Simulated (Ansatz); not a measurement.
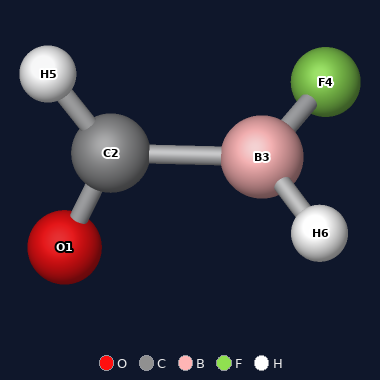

The system is CH2BFO, SMILES O=CBF; the picture shows the reference structure. The first coordinate is: angle O1–C2–B3; the second: dihedral O1–C2–B3–F4. Nothing is relaxed (all other coordinates rigid). Grid: 15 × 15 points. All energies are given in kcal/mol relative to the relaxed molecule at the same level. All numbers below come from RKS PBE-D4/def2-TZVP (Ansatz).

Its coordinates:

```xyz
6

O     1.1650   -0.4942   -1.1695
C     0.8173   -0.2630   -0.0156
B    -0.6243    0.4054    0.0671
F    -1.6451   -0.3411    0.4847
H     1.4738   -0.5640    0.8438
H    -0.8429    1.5107   -0.3517
```

Range: angle O1–C2–B3 from 77.6 to 147.6°; dihedral O1–C2–B3–F4 from −180 to 156°.

Predict the map.

Answer. The lowest grid point is at angle O1–C2–B3 = 112.6°, dihedral O1–C2–B3–F4 = 108°, 0.0 kcal/mol from the relaxed molecule at the same level. A higher local minimum lies near angle O1–C2–B3 = 112.6°, dihedral O1–C2–B3–F4 = −108° (1.2 kcal/mol above the lowest at that grid point). The highest grid point, angle O1–C2–B3 = 77.6°, dihedral O1–C2–B3–F4 = −12°, lies 78.7 kcal/mol above the lowest. On the interpolated surface the easiest way out of the lowest well to the well at about angle O1–C2–B3 = 114°, dihedral O1–C2–B3–F4 = −110° passes a barrier of about 1.4 kcal/mol. Round the minimum the valley is somewhat tilted: raising angle O1–C2–B3 shifts the best value of dihedral O1–C2–B3–F4 upwards (coupling k₁₂/√(k₁₁k₂₂) about −0.3).

| dihedral O1–C2–B3–F4 ↓, angle O1–C2–B3 → | 77.6 | 82.6 | 87.6 | 92.6 | 97.6 | 102.6 | 107.6 | 112.6 | 117.6 | 122.6 | 127.6 | 132.6 | 137.6 | 142.6 | 147.6 |
| --- | --- | --- | --- | --- | --- | --- | --- | --- | --- | --- | --- | --- | --- | --- | --- |
| 156 | 55.3 | 41.5 | 29.8 | 20.2 | 12.7 | 7.1 | 3.3 | 1.2 | 0.9 | 2.3 | 5.5 | 10.4 | 17.2 | 25.8 | 36.3 |
| 132 | 38.7 | 29.2 | 21.0 | 14.1 | 8.5 | 4.4 | 1.7 | 0.4 | 0.6 | 2.4 | 5.7 | 10.6 | 17.1 | 25.2 | 34.8 |
| 108 | 26.3 | 19.9 | 14.3 | 9.4 | 5.5 | 2.5 | 0.7 | 0.0 | 0.6 | 2.6 | 6.0 | 10.8 | 17.0 | 24.6 | 33.4 |
| 84 | 24.2 | 18.5 | 13.4 | 9.0 | 5.4 | 2.6 | 0.9 | 0.3 | 1.0 | 2.9 | 6.2 | 10.9 | 17.0 | 24.3 | 32.8 |
| 60 | 34.0 | 26.1 | 19.2 | 13.2 | 8.4 | 4.8 | 2.4 | 1.3 | 1.6 | 3.3 | 6.4 | 11.0 | 17.1 | 24.6 | 33.3 |
| 36 | 54.5 | 41.0 | 29.9 | 20.8 | 13.6 | 8.2 | 4.6 | 2.6 | 2.3 | 3.6 | 6.5 | 11.2 | 17.4 | 25.4 | 34.9 |
| 12 | 76.3 | 56.3 | 40.3 | 27.8 | 18.3 | 11.3 | 6.5 | 3.7 | 2.9 | 3.9 | 6.7 | 11.3 | 17.8 | 26.3 | 36.6 |
| −12 | 78.7 | 58.1 | 41.7 | 28.8 | 19.0 | 11.8 | 6.9 | 4.0 | 3.0 | 3.9 | 6.6 | 11.2 | 17.7 | 26.1 | 36.6 |
| −36 | 58.6 | 44.5 | 32.7 | 23.0 | 15.4 | 9.6 | 5.6 | 3.3 | 2.7 | 3.7 | 6.4 | 10.9 | 17.0 | 24.9 | 34.4 |
| −60 | 37.6 | 29.4 | 22.1 | 15.8 | 10.6 | 6.5 | 3.7 | 2.3 | 2.1 | 3.5 | 6.3 | 10.6 | 16.4 | 23.6 | 32.3 |
| −84 | 26.1 | 20.7 | 15.7 | 11.2 | 7.4 | 4.4 | 2.4 | 1.4 | 1.7 | 3.3 | 6.1 | 10.4 | 16.0 | 23.0 | 31.1 |
| −108 | 26.1 | 20.6 | 15.5 | 11.0 | 7.1 | 4.1 | 2.1 | 1.2 | 1.5 | 3.1 | 6.0 | 10.3 | 16.0 | 23.1 | 31.3 |
| −132 | 36.5 | 28.3 | 21.1 | 14.8 | 9.6 | 5.6 | 2.9 | 1.5 | 1.4 | 2.9 | 5.8 | 10.3 | 16.3 | 23.7 | 32.6 |
| −156 | 52.8 | 40.2 | 29.4 | 20.4 | 13.2 | 7.8 | 4.0 | 1.9 | 1.5 | 2.7 | 5.6 | 10.3 | 16.7 | 24.8 | 34.6 |
| −180 | 63.0 | 47.2 | 34.0 | 23.3 | 14.9 | 8.6 | 4.3 | 1.9 | 1.3 | 2.5 | 5.5 | 10.3 | 17.0 | 25.7 | 36.4 |

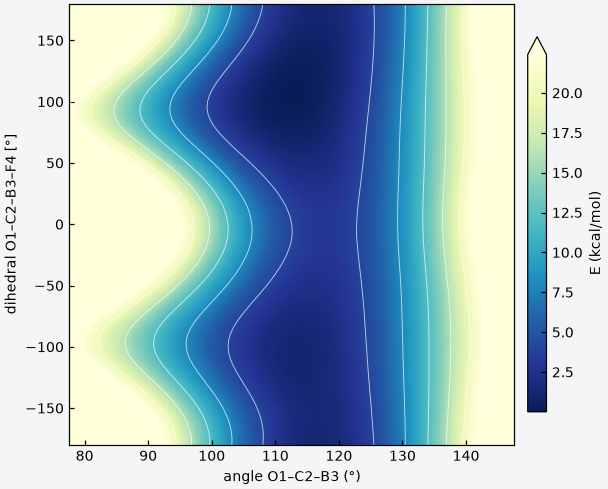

The picture shows a smooth colour map with a few white contour lines, one colour for all values above the top of the scale. Between grid points the surface is interpolated.

Each point was launched as `ansatz run input.yaml --threads 1 --pin off --max-ram 2560MiB --backend cpu --events-out ev --progress --plain --runs-dir out`. Time for the 225 points that were run: 11 min on 1 thread of Arm Neoverse V2, with other jobs on the host.
